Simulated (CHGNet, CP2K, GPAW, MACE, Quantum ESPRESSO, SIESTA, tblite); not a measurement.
**Codes compared on Nb(100)/C(110) interface (80 atoms)**

How near do other programs and methods come to a plane-wave reference for Nb(100)/C(110) interface (80 atoms)? A plane-wave run serves as the reference.

Program: Quantum ESPRESSO 7.5. Level of theory: Kohn-Sham DFT, PBE, SSSP efficiency 1.3.0 pseudopotentials, plane waves. Results are calculated unless marked as measured.

## Step 1: The starting structure

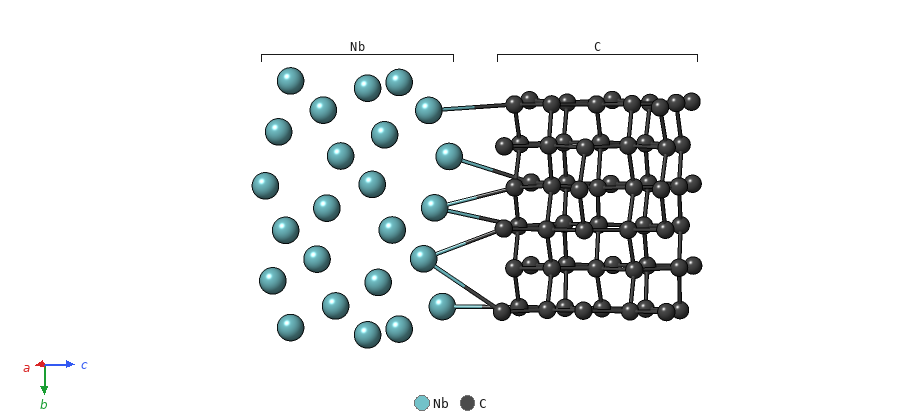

The cell as given, from the side, with the c axis across the page (niobium teal, carbon dark grey). Some periodic images of atoms are drawn too.

The cell holds 80 atoms: 20 Nb and 60 C. Its edges and angles: a = 7.134 Å, b = 7.567 Å, c = 24.460 Å, α = 90.0°, β = 90.0°, γ = 90.0°. Bcc Nb(100), 4 repeat layers, 5 surface cells, strained -3.32 and +2.54 %; diamond-structure C(110), 5 layers, 6 cells, -0.00 and -0.00 %; outer planes 2.45 Å apart, 12 Å of vacuum above; not relaxed, displaced by a Gaussian of 0.02 Å. Then every atom was moved at random, 0.02 Å r.m.s. a Cartesian component. Regions: Nb, 20 atoms (20 Nb); C, 60 atoms (60 C). Vacuum lies along c.

## Step 2: Reference: Quantum ESPRESSO, plane waves

pw.in reads:

```
&control
  calculation = 'scf'
  pseudo_dir = './pseudo'
  outdir = './tmp'
  disk_io = 'none'
  tprnfor = .true.
/
&system
  ibrav = 0
  nat = 80
  ntyp = 2
  ecutwfc = 45
  ecutrho = 360
  nosym = .true.
  occupations = 'smearing'
  smearing = 'fd'
  degauss = 0.003675
/
&electrons
  conv_thr = 4.0e-07
  electron_maxstep = 100
  mixing_beta = 0.2
  mixing_mode = 'local-TF'
  diagonalization = 'david'
/
ATOMIC_SPECIES
Nb 92.906 Nb.upf
C 12.011 C.upf
CELL_PARAMETERS angstrom
7.13400 0.00000 0.00000
0.00000 7.56670 0.00000
0.00000 0.00000 24.45984
ATOMIC_POSITIONS crystal
Nb 0.59519 0.79450 0.24563
Nb 0.90035 0.69875 0.31384
Nb 0.59631 0.79944 0.37907
Nb 0.49538 0.49888 0.44656
Nb 0.19824 0.59914 0.24606
Nb 0.50701 0.50118 0.31056
Nb 0.20004 0.59623 0.38106
Nb 0.10307 0.29962 0.44931
Nb 0.80662 0.40440 0.24479
Nb 0.10001 0.29925 0.31171
Nb 0.80088 0.39729 0.37973
Nb 0.69693 0.09898 0.44718
[... 64 atom lines left out ...]
C 0.13176 0.73857 0.70091
C 0.25873 0.91013 0.70408
C 0.37529 0.91300 0.75234
C 0.00572 0.74088 0.75417
K_POINTS gamma
```

On the command line:

```sh
> OMP_NUM_THREADS=1 mpirun -np 4 pw.x -in pw.in > output.txt
```

Numbers of over 12 decimals in the logs are rounded to 6 here.

Log:

```text
Program PWSCF
     gamma-point specific algorithms are used
     one sub-group per band group will be used
     scalapack distributed-memory algorithm (size of sub-group:  2*  2 procs)
     Parallelization info
     sticks:   dense  smooth     PW     G-vecs:    dense   smooth      PW
     Min        1382     689    171               256990    90850   11348
     Max        1385     692    172               256991    90858   11352
     Sum        5531    2761    687              1027961   363417   45401
     bravais-lattice index     =            0
     lattice parameter (alat)  =      13.4813  a.u.
     unit-cell volume          =    8910.2489 (a.u.)^3
     number of atoms/cell      =           80
     number of atomic types    =            2
     number of electrons       =       500.00
[... lines left out ...]
     scf convergence threshold =      4.0E-07
[... lines left out ...]
     number of k points=     1  Fermi-Dirac smearing, width (Ry)=  0.0037
[... lines left out ...]
     total energy              =   -7789.36359911 Ry
[... lines left out ...]
     total energy              =   -7785.13603599 Ry
[... lines left out ...]
     total energy              =   -7787.14994848 Ry
[... lines left out ...]
     total energy              =   -7787.01449355 Ry
[... lines left out ...]
     total energy              =   -7787.01449372 Ry
     estimated scf accuracy    <       0.00000062 Ry
     iteration # 31     ecut=    45.00 Ry     beta= 0.20
     negative rho (up, down):  2.643E-03 0.000E+00
     End of self-consistent calculation
          k = 0.0000 0.0000 0.0000 ( 22701 PWs)   bands (ev):
   -48.8792 -48.8524 -48.8389 -48.8169 -48.8094 -48.7396 -48.6644 -48.6353
   -48.6103 -48.5822 -48.2130 -48.1658 -48.1549 -48.1457 -48.1390 -48.0147
   -47.9969 -47.9908 -47.9752 -47.9400 -25.1788 -25.1651 -25.1510 -25.1374
[...]
8.0529   8.0803   8.2240   8.2394   8.3117   8.3576   8.5011   8.6896
     8.8191   8.8448   8.8555   8.8979   8.9898   9.0002   9.0642   9.1303
     9.1609   9.3636   9.4836   9.5803
     the Fermi energy is     6.2661 ev
!    total energy              =   -7787.01449364 Ry
     total all-electron energy =   -157366.999887 Ry
     estimated scf accuracy    <       0.00000021 Ry
     smearing contrib. (-TS)   =      -0.03880033 Ry
     internal energy E=F+TS    =   -7786.97569331 Ry
     The total energy is F=E-TS. E is the sum of the following terms:
     one-electron contribution =  -21523.88215799 Ry
     hartree contribution      =   10936.64277348 Ry
     xc contribution           =    -853.40182906 Ry
     ewald contribution        =    8193.29196821 Ry
     one-center paw contrib.   =   -4539.62644797 Ry
     convergence has been achieved in  31 iterations
     negative rho (up, down):  2.643E-03 0.000E+00
     Forces acting on atoms (cartesian axes, Ry/au):
     atom    1 type  1   force =     0.00749123   -0.00132403   -0.02055719
     atom    2 type  1   force =     0.00170983    0.01575307   -0.01473573
     atom    3 type  1   force =    -0.00024544    0.00909980    0.00959059
[...]
atom   79 type  2   force =     0.24855273   -0.04824212    0.04956534
     atom   80 type  2   force =    -0.18241021    0.01557922   -0.03247909
     Total force =     1.107624     Total SCF correction =     0.001811
     Message from routine punch:
     Nothing written, as per user request (disk_io='none')
```

The job ended after 4.8 min (4 MPI ranks of Arm Neoverse V1, shared host; peak memory 2.7 GiB).

Banners, paths, timers and routine set-up lines are dropped from the logs unmarked, and long logs keep their key lines alone; longer cuts are marked.

Numbers from this run:

* r.m.s. force component: 1.838 eV/Å
* longest force: 6.633 eV/Å

## Step 3: The other programs

The programs:
- CHGNet: machine-learned potential, published weights.
- CP2K 2026.2: Gaussian basis with GTH pseudopotentials and a plane-wave density; labels give functional, basis (MOLOPT sets; SR short-range, UZH the newer set with its own potentials), grid cutoff/relative cutoff and solver (OT: orbital transformation; TRS4, TC2, SIGN: linear-scaling purification with its sparsity filter), or its built-in tight binding.
- MACE: machine-learned potential, published weights.
- SIESTA 5.4.2: numerical atomic orbitals, whose automatically made sets are far from complete, with PseudoDojo norm-conserving potentials that we converted to its format (checked against plane waves on the same files for H, C, O, Si, Ge and Ca alone); labels give functional, basis size, energy shift and mesh cutoff.
- tblite 0.8.0: extended tight binding, driven from Python.

All use the same cell and atoms; the electronic-structure runs use the same k-mesh, and an electronic temperature of 580 K (0.05 eV) where levels are smeared.

Differences are against the plane-wave reference, forces as r.m.s. over components; share is that over the reference's r.m.s. force, slope the least-squares factor from reference forces to these. Total energies of different programs have different zeros and aren't compared.

```csv
run,"Δ force, r.m.s. (meV/Å)",share (%),slope,cores,CPU time,memory (GiB)
reference,-,-,-,4,19 min,2.7
CHGNet 0.3.0 potential,631,34.3,0.919,1,5 s,3.2
CHGNet r2SCAN potential,695,37.8,0.803,1,4.3 s,3.3
"CP2K PBE, DZVP-MOLOPT-SR, 300/50 Ry, diagonalisation (coarse)",61.9,3.37,1.026,2,20 min,1.8
"CP2K PBE, DZVP-MOLOPT-SR, 600/50 Ry, diagonalisation",59.9,3.26,1.026,4,27 min,6.2
MACE MP-0b3 medium potential,466,25.4,0.886,1,8.2 s,1.2
"SIESTA PBE, DZP, shift 0.005 Ry, mesh 300 Ry",159,8.65,1.002,2,16 min,1.8
"SIESTA PBE, DZP, shift 0.01 Ry, mesh 300 Ry",145,7.89,1.005,2,11 min,1.5
tblite GFN1-xTB,482,26.2,0.944,1,4.1 s,0.13
```

Rows marked coarse were listed beforehand as settings not expected to be converged; some can still land near the reference.

Times of the machine-learned potentials are mostly Python's start and the loading of weights.

CPU time is summed over cores on a shared host, where runs went side by side, so it is rough. Symmetry, cutoffs, thresholds, outputs and thread counts weren't matched or tuned between programs; memory under MPI is the largest rank's times the ranks.

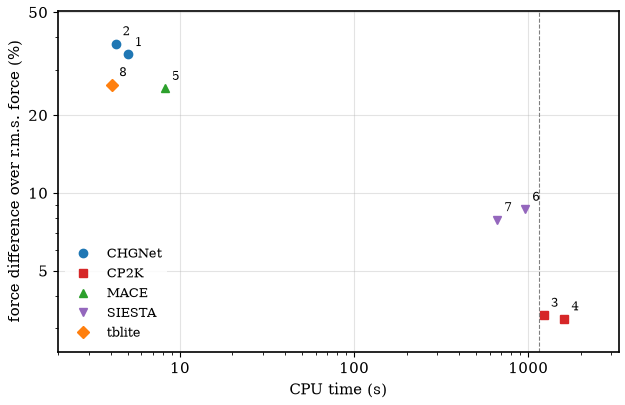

Force difference against CPU time; the dashed line marks the reference's time. Points: 1 CHGNet 0.3.0 potential; 2 CHGNet r2SCAN potential; 3 CP2K PBE, DZVP-MOLOPT-SR, 300/50 Ry, diagonalisation; 4 CP2K PBE, DZVP-MOLOPT-SR, 600/50 Ry, diagonalisation; 5 MACE MP-0b3 medium potential; 6 SIESTA PBE, DZP, shift 0.005 Ry, mesh 300 Ry; 7 SIESTA PBE, DZP, shift 0.01 Ry, mesh 300 Ry; 8 tblite GFN1-xTB.

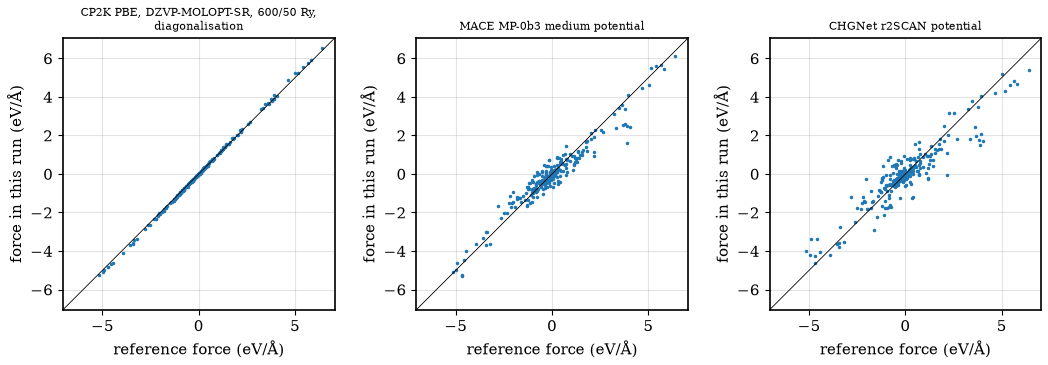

Force components against those of the reference; the line marks equality.

Runs without a result: GPAW PBE, LCAO dzp, h 0.2 Å (cut off at its time limit of 14 min); GPAW PBE, LCAO szp(dzp), h 0.2 Å (cut off at its time limit of 7.3 min).

Mean charges by element (e), by run and scheme:

```csv
run,scheme,Nb,C
"CP2K PBE, DZVP-MOLOPT-SR, 600/50 Ry, diagonalisation",Mulliken,+0.01,0.00
"CP2K PBE, DZVP-MOLOPT-SR, 600/50 Ry, diagonalisation",Hirshfeld,+0.04,-0.01
"SIESTA PBE, DZP, shift 0.005 Ry, mesh 300 Ry",Hirshfeld,+0.04,-0.01
"SIESTA PBE, DZP, shift 0.01 Ry, mesh 300 Ry",Hirshfeld,+0.03,-0.01
tblite GFN1-xTB,Mulliken,+0.03,-0.01
```

Within one program, basis, potentials and functional, energies share a zero. Each run against its twin at the usual cutoff or grid and solver:

```csv
run,twin,Δ energy (meV/atom),"Δ force, r.m.s. (meV/Å)",CPU time over the twin's
"CP2K PBE, DZVP-MOLOPT-SR, 300/50 Ry, diagonalisation","DZVP-MOLOPT-SR, 600/50 Ry, diagonalisation",0.0223,11.1,0.76 (this twin ran on 4 cores)
```

A second geometry, displaced anew (every atom was moved at random, 0.04 Å r.m.s. a Cartesian component), gives an energy difference that all programs can be tested on. The reference puts it at 39.27 meV/atom.

```csv
run,energy less the first geometry's (meV/atom),error (meV/atom),force share at the second geometry (%)
MACE MP-0b3 medium potential,38.76,-0.519,25.1
"SIESTA PBE, DZP, shift 0.01 Ry, mesh 300 Ry",42.10,2.83,8.60
CHGNet 0.3.0 potential,40.78,1.50,29.3
"CP2K PBE, DZVP-MOLOPT-SR, 600/50 Ry, diagonalisation",39.86,0.589,2.32
tblite GFN1-xTB,46.10,6.83,22.3
CHGNet r2SCAN potential,47.03,7.75,34.0
"SIESTA PBE, DZP, shift 0.005 Ry, mesh 300 Ry",42.37,3.09,9.45
"CP2K PBE, DZVP-MOLOPT-SR, 300/50 Ry, diagonalisation",39.83,0.556,2.35
```

## Step 4: What came out

```
reference r.m.s. force component                       : 1.84 eV/Å
nearest in forces                                      : CP2K PBE, DZVP-MOLOPT-SR, 600/50 Ry, diagonalisation, 3.3 %
farthest in forces                                     : CHGNet r2SCAN potential, 38 %
cheapest electronic-structure run beside the reference : tblite GFN1-xTB, 4.1 s of CPU time
```

What this shows: The PBE runs in local orbitals, coarse settings apart, differ by 3.3 % (CP2K PBE, DZVP-MOLOPT-SR, 600/50 Ry, diagonalisation) to 8.7 % (SIESTA PBE, DZP, shift 0.005 Ry, mesh 300 Ry); basis, grid and potentials can all enter. Tight binding differs by 26 % (tblite GFN1-xTB); it is another model, with fitted parameters of its own, and the xTB methods hold dispersion. Machine-learned potentials differ by 25 % (MACE MP-0b3 medium potential) to 38 % (CHGNet r2SCAN potential); they were trained on other programs' data, some at another functional. Runs with settings chosen to be coarse differ by 3.4 % (CP2K PBE, DZVP-MOLOPT-SR, 300/50 Ry, diagonalisation), their programs' other errors included. One electronic-structure run takes under half the reference's CPU time: tblite GFN1-xTB, at 26 % in 4.1 s against 19 min. The mean charges agree among these rows within 0.03 e. The energy difference between the two geometries, 39.3 meV/atom in the reference, is met best by MACE MP-0b3 medium potential (-0.519) and worst by CHGNet r2SCAN potential (+7.75). In the reference: levels near the Fermi energy are neither full nor empty under the smearing, so no gap is quoted. Periodic xTB results under one method name differ between programs and library versions. Machine-learned potentials mimic data converged in k, so the reference's own k-point error enters their differences. The host structure and its lattice constant were typed by rule, without a check against the phase diagram. The electronic-structure runs sample only Γ, in a cell whose shortest periodic width is 7 Å, which is coarse for a cell with partly filled levels.

[Also dropped from logs without a mark: logging warnings of Python, and SIESTA's first energy breakdown and zero terms.]

[Logs are printed without paths, hosts, clocks, repeated set-up lines and the standing remarks that a program may print on its own settings, such as how far it seeks lower states.]

[Hosts, paths, dates, database ids (printed as entryN), source tags and the programs' standing remarks are cut or masked in the printed files.]
